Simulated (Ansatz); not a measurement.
**HfNH5O2F2: nudged elastic band (part 1 of 2)**

System: HfNH5O2F2.
Method: RKS PBE0-D4/def2-SVP (Ansatz 0.2.0).

It belongs to a series of runs on one base structure; here: band between the two ends. Figures and captions count atoms from 1; the log counts them from 0 in places.

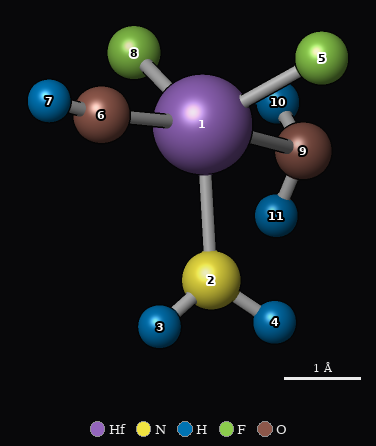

**Figure 1.** The starting structure (ball-and-stick view, seen at a tilt; atoms are numbered from 1 in the order of the input). Sticks mark near contacts.

Input file:
```yaml
crystal:
  periodic: [false, false, false]
  atoms:
    - { symbol: Hf, position_ang: [0.045328, -0.097793, 0.187871] }
    - { symbol: "N", position_ang: [-0.090062, 0.119774, 2.23668] }
    - { symbol: H, position_ang: [-0.827169, 0.677405, 2.663691] }
    - { symbol: H, position_ang: [0.665566, 0.042546, 2.915245] }
    - { symbol: F, position_ang: [1.732113, 0.398708, -0.602191] }
    - { symbol: O, position_ang: [-1.215969, 1.239119, -0.36736] }
    - { symbol: H, position_ang: [-1.858745, 1.830054, -0.751808] }
    - { symbol: F, position_ang: [-0.782372, -1.701106, -0.564687] }
    - { symbol: O, position_ang: [1.260581, -1.960446, 1.069018] }
    - { symbol: H, position_ang: [0.984289, -2.715326, 0.530974] }
    - { symbol: H, position_ang: [0.79684, -2.068535, 1.912467] }
basis:
  gaussian: { orbitals: def2-SVP }
hamiltonian:
  xc: pbe0
  dispersion: d4
neb:
  order_check: false
  images: 7
  f_tol: 0.05
  max_iterations: 60
  final_atoms:
    - { symbol: Hf, position_ang: [0.2681498, -0.4162391, -0.0342434] }
    - { symbol: "N", position_ang: [0.36424198, 0.04846069, 2.34573648] }
    - { symbol: H, position_ang: [-0.48648475, 0.51628741, 2.6580348] }
    - { symbol: H, position_ang: [1.15623373, 0.63726088, 2.60272255] }
    - { symbol: F, position_ang: [1.94400067, 0.56564673, 0.05523377] }
    - { symbol: O, position_ang: [-1.39853772, 0.60190315, 0.1092157] }
    - { symbol: H, position_ang: [-2.17128556, 0.84636142, -0.40178409] }
    - { symbol: F, position_ang: [0.24331828, -0.82117543, -1.92182296] }
    - { symbol: O, position_ang: [0.23142694, -2.25386507, 0.66091107] }
    - { symbol: H, position_ang: [0.11431157, -3.1320286, 0.29477436] }
    - { symbol: H, position_ang: [0.44502507, -0.82821207, 2.86112173] }
  initial_path:
    images:
      - { positions_ang: [[0.045328, -0.097793, 0.187871], [-0.090062, 0.119774, 2.23668], [-0.827169, 0.677405, 2.663691], [0.665566, 0.042546, 2.915245], [1.732113, 0.398708, -0.602191], [-1.215969, 1.239119, -0.36736], [-1.858745, 1.830054, -0.751808], [-0.782372, -1.701106, -0.564687], [1.260581, -1.960446, 1.069018], [0.984289, -2.715326, 0.530974], [0.79684, -2.068535, 1.912467]] }
      - { positions_ang: [[0.0349389, -0.07243309, 0.14125343], [-0.07216993, 0.08749512, 2.31782774], [-0.84476304, 0.43522368, 2.76832357], [0.71200912, 0.09872432, 2.96150047], [1.76819891, 0.30503926, -0.61202849], [-1.15713833, 1.35115242, -0.44750858], [-1.87763869, 1.73477839, -0.79382339], [-0.81382948, -1.68011259, -0.59203734], [1.25828581, -1.9371225, 0.98928807], [0.91156945, -2.7124564, 0.56235438], [0.79093728, -1.84588861, 1.93475014]] }
      - { positions_ang: [[0.0245498, -0.04707318, 0.09463586], [-0.05427787, 0.05521623, 2.39897547], [-0.86235709, 0.19304236, 2.87295614], [0.75845223, 0.15490264, 3.00775594], [1.80428483, 0.21137052, -0.62186598], [-1.09830766, 1.46318584, -0.52765715], [-1.89653237, 1.63950277, -0.83583878], [-0.84528696, -1.65911917, -0.61938768], [1.25599063, -1.913799, 0.90955814], [0.8388499, -2.70958679, 0.59373475], [0.78503456, -1.62324222, 1.95703328]] }
      - { positions_ang: [[0.01416071, -0.02171327, 0.04801829], [-0.0363858, 0.02293735, 2.48012321], [-0.87995113, -0.04913896, 2.97758871], [0.80489535, 0.21108096, 3.05401141], [1.84037074, 0.11770178, -0.63170346], [-1.039477, 1.57521925, -0.60780573], [-1.91542606, 1.54422716, -0.87785417], [-0.87674445, -1.63812576, -0.64673801], [1.25369544, -1.8904755, 0.82982822], [0.76613035, -2.70671719, 0.62511513], [0.77913183, -1.40059582, 1.97931642]] }
      - { positions_ang: [[0.00377161, 0.00364664, 0.00140072], [-0.01849373, -0.00934154, 2.56127095], [-0.89754517, -0.29132028, 3.08222127], [0.85133847, 0.26725928, 3.10026688], [1.87645666, 0.02403304, -0.64154095], [-0.98064633, 1.68725267, -0.68795431], [-1.93431974, 1.44895155, -0.91986957], [-0.90820193, -1.61713235, -0.67408835], [1.25140026, -1.867152, 0.75009829], [0.6934108, -2.70384758, 0.65649551], [0.77322911, -1.17794943, 2.00159956]] }
      - { positions_ang: [[0.06986615, -0.10132479, -0.00751031], [0.0771902, 0.00510902, 2.50738733], [-0.79478007, -0.08941836, 2.97617465], [0.92756228, 0.35975968, 2.9758808], [1.89334266, 0.15943646, -0.46734727], [-1.08511917, 1.41591529, -0.48866181], [-1.9935612, 1.29830402, -0.7903482], [-0.62032188, -1.41814312, -0.986022], [0.99640693, -1.96383027, 0.72780148], [0.54863599, -2.81089284, 0.56606522], [0.6911781, -1.09051509, 2.2164801]] }
      - { positions_ang: [[0.1359607, -0.20629623, -0.01642134], [0.17287412, 0.01955958, 2.45350371], [-0.69201496, 0.11248356, 2.87012803], [1.0037861, 0.45226008, 2.85149472], [1.91022866, 0.29483988, -0.29315359], [-1.18959202, 1.14457791, -0.28936931], [-2.05280265, 1.14765648, -0.66082683], [-0.33244182, -1.21915389, -1.29795566], [0.7414136, -2.06050854, 0.70550468], [0.40386118, -2.91793809, 0.47563493], [0.60912709, -1.00308075, 2.43136065]] }
      - { positions_ang: [[0.20205525, -0.31126766, -0.02533237], [0.26855805, 0.03401013, 2.3996201], [-0.58924986, 0.31438549, 2.76408141], [1.08000991, 0.54476048, 2.72710863], [1.92711466, 0.43024331, -0.11895991], [-1.29406487, 0.87324053, -0.09007681], [-2.11204411, 0.99700895, -0.53130546], [-0.04456177, -1.02016466, -1.60988931], [0.48642027, -2.15718681, 0.68320787], [0.25908637, -3.02498335, 0.38520465], [0.52707608, -0.91564641, 2.64624119]] }
      - { positions_ang: [[0.2681498, -0.4162391, -0.0342434], [0.36424198, 0.04846069, 2.34573648], [-0.48648475, 0.51628741, 2.6580348], [1.15623373, 0.63726088, 2.60272255], [1.94400067, 0.56564673, 0.05523377], [-1.39853772, 0.60190315, 0.1092157], [-2.17128556, 0.84636142, -0.40178409], [0.24331828, -0.82117543, -1.92182296], [0.23142694, -2.25386507, 0.66091107], [0.11431157, -3.1320286, 0.29477436], [0.44502507, -0.82821207, 2.86112173]] }
```

Hardware: 4 threads of Arm Neoverse V1, 24 GiB of memory available, shared host.

Run as:
```bash
ansatz run input.yaml --threads 4 --pin off --max-ram 5120MiB --backend cpu --events-out ev --progress --plain --runs-dir out
```

Output:
```
Engine: ansatz 0.2.0, aarch64-unknown-linux-gnu
Functional definition: PBE0
  parameter a = 0.25
  parameter kappa = 0.804
  parameter beta = 0.06672455060314922
  exchange = (1 - a)*pbe_x(kappa = kappa, mu = beta*pi^2/3) + a*exact_x
  correlation = pbe_c(beta = beta)
1325 factors; integrals over basis functions are off by at most 4.1e-4 eV
mean field evaluation 1: about -12378.3976 eV, gradient 9.3e1 eV
mean field evaluation 2: about -12341.0381 eV, gradient 1.7e2 eV
mean field evaluation 4: about -12393.7116 eV, gradient 8.4e0 eV
mean field evaluation 8: about -12393.8895 eV, gradient 7.1e-1 eV
mean field evaluation 16: about -12393.8904 eV, gradient 1.8e-4 eV
mean field -12393.89037559 eV, -455.4670704223 hartree, gradient 2.5e-5 eV, S^2 0.000000; 0 other end points of the search recorded, 0 dependent functions left out
the calculation of the forces begins
reference -12393.89043710 eV, -455.4670726827 hartree; 29, 29 occupied and 98, 98 virtual orbitals, 1325 factors
1325 factors; integrals over basis functions are off by at most 1.2e-3 eV
mean field evaluation 32: about -12394.8835 eV, gradient 3.5e-3 eV
mean field -12394.88348197 eV, -455.5035664086 hartree, gradient 7.1e-5 eV, S^2 0.000000; 0 other end points of the search recorded, 0 dependent functions left out
[... from here on the field's lines of each further geometry are left out, up to the last ...]
NEB iter   1: max|band force component| = 8.469e0 eV/Å  barrier→ = 3.2546 eV  barrier← = 4.2480 eV  Δτ_max = 0.2000 Å  (259 SCF iters)
NEB iter   2: max|band force component| = 2.544e0 eV/Å  barrier→ = 0.9446 eV  barrier← = 1.9380 eV  Δτ_max = 0.2000 Å  (237 SCF iters)
NEB iter   3: max|band force component| = 1.905e0 eV/Å  barrier→ = 0.5000 eV  barrier← = 1.4935 eV  Δτ_max = 0.1956 Å  (242 SCF iters)
NEB iter   4: max|band force component| = 2.219e0 eV/Å  barrier→ = 0.3464 eV  barrier← = 1.3398 eV  Δτ_max = 0.0994 Å  (230 SCF iters)
NEB iter   5: max|band force component| = 1.684e0 eV/Å  barrier→ = 0.2856 eV  barrier← = 1.2790 eV  Δτ_max = 0.0992 Å  (215 SCF iters)
NEB iter   6: max|band force component| = 7.654e-1 eV/Å  barrier→ = 0.1493 eV  barrier← = 1.1427 eV  Δτ_max = 0.1491 Å  (210 SCF iters)
NEB iter   7: max|band force component| = 5.946e-1 eV/Å  barrier→ = 0.0886 eV  barrier← = 1.0820 eV  Δτ_max = 0.0965 Å  (218 SCF iters)
NEB iter   8: max|band force component| = 3.534e-1 eV/Å  barrier→ = 0.0815 eV  barrier← = 1.0750 eV  CI = image 2  Δτ_max = 0.1980 Å  (210 SCF iters)
NEB iter   9: max|band force component| = 3.812e0 eV/Å  barrier→ = 0.1624 eV  barrier← = 1.1558 eV  CI = image 2  Δτ_max = 0.0990 Å  (221 SCF iters)
NEB iter  10: max|band force component| = 2.772e-1 eV/Å  barrier→ = 0.1566 eV  barrier← = 1.1501 eV  CI = image 2  Δτ_max = 0.0678 Å  (214 SCF iters)
NEB iter  11: max|band force component| = 3.175e-1 eV/Å  barrier→ = 0.1676 eV  barrier← = 1.1610 eV  CI = image 2  Δτ_max = 0.0340 Å  (214 SCF iters)
NEB iter  12: max|band force component| = 2.122e-1 eV/Å  barrier→ = 0.1612 eV  barrier← = 1.1546 eV  CI = image 2  Δτ_max = 0.0338 Å  (215 SCF iters)
NEB iter  13: max|band force component| = 1.137e-1 eV/Å  barrier→ = 0.1577 eV  barrier← = 1.1511 eV  CI = image 2  Δτ_max = 0.0677 Å  (212 SCF iters)
NEB iter  14: max|band force component| = 1.016e-1 eV/Å  barrier→ = 0.1527 eV  barrier← = 1.1461 eV  CI = image 2  Δτ_max = 0.0669 Å  (213 SCF iters)
NEB iter  15: max|band force component| = 7.060e-2 eV/Å  barrier→ = 0.1490 eV  barrier← = 1.1424 eV  CI = image 2  Δτ_max = 0.0672 Å  (212 SCF iters)
NEB iter  16: max|band force component| = 6.171e-2 eV/Å  barrier→ = 0.1462 eV  barrier← = 1.1396 eV  CI = image 2  Δτ_max = 0.0357 Å  (216 SCF iters)
NEB iter  17: max|band force component| = 4.931e-2 eV/Å  barrier→ = 0.1445 eV  barrier← = 1.1379 eV  CI = image 2  Δτ_max = 0.0400 Å  (219 SCF iters)
NEB iter  18: max|band force component| = 4.931e-2 eV/Å  barrier→ = 0.1434 eV  barrier← = 1.1369 eV  CI = image 2  Δτ_max = 0.0205 Å  (31 SCF iters)
NEB iter  19: max|band force component| = 5.970e-2 eV/Å  barrier→ = 0.1430 eV  barrier← = 1.1365 eV  CI = image 2  Δτ_max = 0.0676 Å  (31 SCF iters)
NEB iter  20: max|band force component| = 9.363e-2 eV/Å  barrier→ = 0.1428 eV  barrier← = 1.1363 eV  CI = image 2  Δτ_max = 0.0339 Å  (215 SCF iters)
NEB iter  21: max|band force component| = 1.130e-1 eV/Å  barrier→ = 0.1427 eV  barrier← = 1.1361 eV  CI = image 2  Δτ_max = 0.0170 Å  (217 SCF iters)
the calculation of the forces begins
reference -12394.87286905 eV, -455.5031763910 hartree; 29, 29 occupied and 98, 98 virtual orbitals, 1325 factors
1325 factors; integrals over basis functions are off by at most 1.0e-3 eV
mean field -12393.74776915 eV, -455.4618297322 hartree, gradient 1.8e-5 eV, S^2 0.000000; 1 other end points of the search recorded, 0 dependent functions left out
the calculation of the forces begins
reference -12393.74783121 eV, -455.4618320131 hartree; 29, 29 occupied and 98, 98 virtual orbitals, 1325 factors
NEB iter  22: max|band force component| = 4.618e-2 eV/Å  barrier→ = 0.1425 eV  barrier← = 1.1360 eV  CI = image 2  Δτ_max = 0.0000 Å  (420 SCF iters)
```
